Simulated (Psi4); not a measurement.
# One shape, several levels: quartet AlNH2Cl

Wanted: a comparison of 5 runs (U-r2SCAN/aug-cc-pVDZ, U-revPBE/aug-cc-pVDZ, UBLYP/aug-cc-pVDZ, UPBE/aug-cc-pVDZ, USVWN5/aug-cc-pVDZ) of quartet AlNH2Cl. 

Program for the calculation: Psi4 1.11.

1 further run of the same task is left out (set aside as unsound or not needed).

## Step 1: The system as given

AlNH2Cl: 5 atoms, total charge 0, spin state quartet. SMILES of the parent species: `[NH2][Al][Cl]`. The coordinates come from a PBE0-D4/def2-TZVP relaxation. This is one conformer, not always the lowest. That shape belongs to the parent species and isn't relaxed for this state.

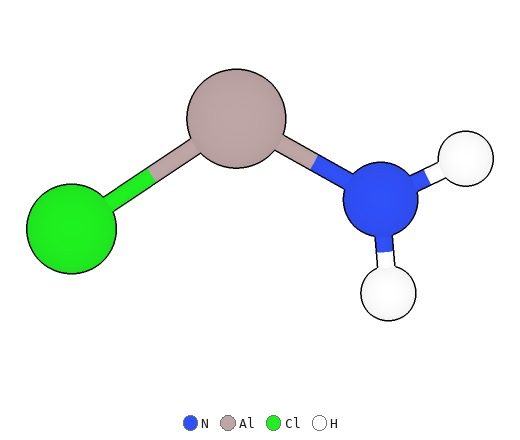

The structure, seen from a chosen angle (nitrogen blue, aluminium light grey, chlorine green, hydrogen white).

## Step 2: Energy and forces at U-r2SCAN/aug-cc-pVDZ (run 1)

File input.dat:

```
memory 2200 MB

molecule molecule1 {
  0 4
  N
  Al 1 r2
  Cl 2 r3 1 a3
  H 1 r4 2 a4 3 d4
  H 1 r5 4 a5 2 d5

  r2 = 1.764931
  r3 = 2.116054
  a3 = 116.66369
  r4 = 1.006777
  a4 = 124.89908
  d4 = 179.97292
  r5 = 1.008829
  a5 = 110.96273
  d5 = 179.98219
  units angstrom
  symmetry c1
  no_reorient
  no_com
}

set reference uks
set puream true
set e_convergence 1e-09
set d_convergence 1e-08
set scf_type pk
set dft_radial_points 99
set dft_spherical_points 590
set maxiter 100

result, w = gradient('r2scan/aug-cc-pVDZ', return_wfn=True)
oeprop(w, 'QUADRUPOLE', 'MAYER_INDICES', 'MULLIKEN_CHARGES', title='R2SCAN')
```

Command:

```bash
psi4 -i input.dat -o output.dat -n 1
```

output.dat:

```text
[...]
  Running in c1 symmetry.
[...]
  Nuclear repulsion =  119.524170795089432
[...]
  Multiplicity = 4
[...]
  Nalpha       = 21
  Nbeta        = 18
[...]
    Number of basis functions: 95
[...]
   @UKS iter   1:  -757.81270573427321    2.67824e-01   1.07705e-02 ADIIS/DIIS
[...]
   @UKS iter  17:  -758.39568808273418   -3.41061e-13   3.00212e-09 DIIS
[...]
   @S^2 Observed:                3.756333620E+00
[...]
  @UKS Final Energy:  -758.39568808273418
   => Energetics <=
    Nuclear Repulsion Energy =            119.5241707950894323
    One-Electron Energy =               -1285.3494176337794670
    Two-Electron Energy =                 461.9342053501804912
    DFT Exchange-Correlation Energy =     -54.5046465942247593
    Empirical Dispersion Energy =           0.0000000000000000
    VV10 Nonlocal Energy =                  0.0000000000000000
    Total Energy =                       -758.3956880827341820
[...]
  -Total Gradient:
     Atom            X                  Y                   Z
    ------   -----------------  -----------------  -----------------
       1        0.000003393499     0.009514137408     0.076791781977
       2       -0.000005849252    -0.034754546244    -0.092021935543
       3        0.000002901321     0.024507390270    -0.003975598859
       4        0.000006275336    -0.010501992561     0.008440650631
       5       -0.000006728946     0.010985592398     0.011290261770
[...]
```

It took 75 s on 1 thread of INTEL XEON PLATINUM 8581C at 2.10GHz (Emerald Rapids), shared host; peak memory 1.4 GiB.

## Step 3: Energy and forces at U-revPBE/aug-cc-pVDZ (run 2)

File job.dat:

```
memory 2200 mb

molecule molecule1 {
  0 4
  N     -0.549400     0.461700    -0.232000
  Al     0.402600    -0.291600     1.049100
  Cl     1.907000    -1.649700     0.440800
  H     -1.293600     1.123300    -0.083500
  H     -0.416600     0.282700    -1.215900
  units angstrom
  symmetry c1
}

set {
  reference            uks
  puream               true
  e_convergence        1e-09
  d_convergence        1e-08
  scf_type             pk
  dft_radial_points    99
  dft_spherical_points 590
  maxiter              100
}

result, w = gradient('revpbe/aug-cc-pVDZ', return_wfn=True)
oeprop(w, 'MAYER_INDICES', 'MULLIKEN_CHARGES', 'WIBERG_LOWDIN_INDICES', title='REVPBE')
print_variables()
```

Command:

```bash
psi4 -i job.dat -o job.out -n 1
```

job.out:

```text
[...]
  Running in c1 symmetry.
[...]
  Nuclear repulsion =  119.524169334353630
[...]
  Multiplicity = 4
[...]
  Nalpha       = 21
  Nbeta        = 18
[...]
    Number of basis functions: 95
[...]
   @UKS iter   1:  -757.67529643164630    3.70916e-01   1.14262e-02 DIIS/ADIIS
[...]
   @UKS iter  22:  -758.32475086595366   -1.02318e-12   1.78982e-09 DIIS
[...]
   @S^2 Observed:                3.753604494E+00
[...]
  @UKS Final Energy:  -758.32475086595366
   => Energetics <=
    Nuclear Repulsion Energy =            119.5241693343536298
    One-Electron Energy =               -1285.1313660495243312
    Two-Electron Energy =                 461.6873671146799438
    DFT Exchange-Correlation Energy =     -54.4049212654630097
    Empirical Dispersion Energy =           0.0000000000000000
    VV10 Nonlocal Energy =                  0.0000000000000000
    Total Energy =                       -758.3247508659536607
[...]
  -Total Gradient:
     Atom            X                  Y                   Z
    ------   -----------------  -----------------  -----------------
       1        0.032340987000    -0.024814087402     0.055695141098
       2       -0.022155432677     0.013648772246    -0.090649217299
       3       -0.023740462635     0.021863132191     0.016310247536
       4        0.013609006952    -0.012031627170    -0.001693600084
       5       -0.000058938113     0.001336419461     0.020311729871
[...]
```

Run time: 50 s. Hardware: 1 thread of INTEL XEON PLATINUM 8581C at 2.10GHz (Emerald Rapids), shared host; peak memory 1.2 GiB.

Runs 3 to 4 aren't shown in full; the table further down has their settings and results.

## Step 4: Energy and gradient at USVWN5/aug-cc-pVDZ (run 5)

File job.dat:

```
memory 2.2 GB

molecule {
  0 4
  N     -0.549400     0.461700    -0.232000
  Al     0.402600    -0.291600     1.049100
  Cl     1.907000    -1.649700     0.440800
  H     -1.293600     1.123300    -0.083500
  H     -0.416600     0.282700    -1.215900
  symmetry c1
}

set globals {
  basis aug-cc-pVDZ
  reference uks
  puream true
  e_convergence 1e-09
  d_convergence 1e-08
  scf_type pk
  dft_radial_points 99
  dft_spherical_points 590
  maxiter 100
}

result, w = gradient("scf", dft_functional={"name": "SVWN5", "x_functionals": {"LDA_X": {}}, "c_functionals": {"LDA_C_VWN": {}}}, return_wfn=True)
oeprop(w, "MULLIKEN_CHARGES", "QUADRUPOLE", "LOWDIN_CHARGES", title="SCF")
```

Command:

```bash
psi4 -i job.dat -o job.out -n 1
```

job.out:

```text
[...]
  Running in c1 symmetry.
[...]
  Nuclear repulsion =  119.524169334353630
[...]
  Multiplicity = 4
[...]
  Nalpha       = 21
  Nbeta        = 18
[...]
    Number of basis functions: 95
[...]
   @UKS iter   1:  -754.78425123442344    4.50645e-01   1.18657e-02 DIIS/ADIIS
[...]
   @UKS iter  20:  -755.47443148013974   -2.16005e-12   3.07638e-09 DIIS
[...]
   @S^2 Observed:                3.752345134E+00
[...]
  @UKS Final Energy:  -755.47443148013974
   => Energetics <=
    Nuclear Repulsion Energy =            119.5241693343536298
    One-Electron Energy =               -1284.9011148150584631
    Two-Electron Energy =                 461.4087916329234531
    DFT Exchange-Correlation Energy =     -51.5062776323583833
    Empirical Dispersion Energy =           0.0000000000000000
    VV10 Nonlocal Energy =                  0.0000000000000000
    Total Energy =                       -755.4744314801397422
[...]
  -Total Gradient:
     Atom            X                  Y                   Z
    ------   -----------------  -----------------  -----------------
       1        0.023243491778    -0.017552217827     0.044463655881
       2       -0.017843361871     0.010675896834    -0.077950064659
       3       -0.018945213289     0.017573718072     0.014987585320
       4        0.015145380521    -0.013499021705    -0.003607932043
       5       -0.001604419230     0.002803983631     0.022087110272
[...]
```

Run time: 38 s. Hardware: 1 thread of INTEL XEON PLATINUM 8581C at 2.10GHz (Emerald Rapids), shared host; peak memory 0.65 GiB.

## Step 5: Overview of the runs

| run | level | task | energy (Eh) | dipole moment (D) | HOMO energy (eV) | ⟨S²⟩ | wall time |
| --- | --- | --- | --- | --- | --- | --- | --- |
| 1 | U-r2SCAN/aug-cc-pVDZ | gradient | -758.395688 | 5.97 | -2.35 | 3.756 | 75 s |
| 2 | U-revPBE/aug-cc-pVDZ | gradient | -758.324751 | 5.02 | -2.16 | 3.754 | 50 s |
| 3 | UBLYP/aug-cc-pVDZ | energy | -758.452038 | 4.78 | -1.91 | 3.753 | 34 s |
| 4 | UPBE/aug-cc-pVDZ | energy | -758.084021 | 4.95 | -2.17 | 3.753 | 24 s |
| 5 | USVWN5/aug-cc-pVDZ | gradient | -755.474431 | 4.72 | -2.13 | 3.752 | 38 s |

## Step 6: Results

| quantity | value |
| --- | --- |
| run 5: total energy | -755.47443 Eh |
| run 5: dipole moment | 4.72 D |
| run 5: HOMO energy (highest over α and β) | -2.13 eV |
| run 5: ⟨S²⟩ | 3.752 |
| run 5: largest force on an atom | 4.149 eV/Å |

The dipole moment (its size) runs from 4.72 D (USVWN5/aug-cc-pVDZ) to 5.97 D (U-r2SCAN/aug-cc-pVDZ). Totals of different functionals can't be ranked against each other. All runs together took 3.7 min, the longest 75 s.
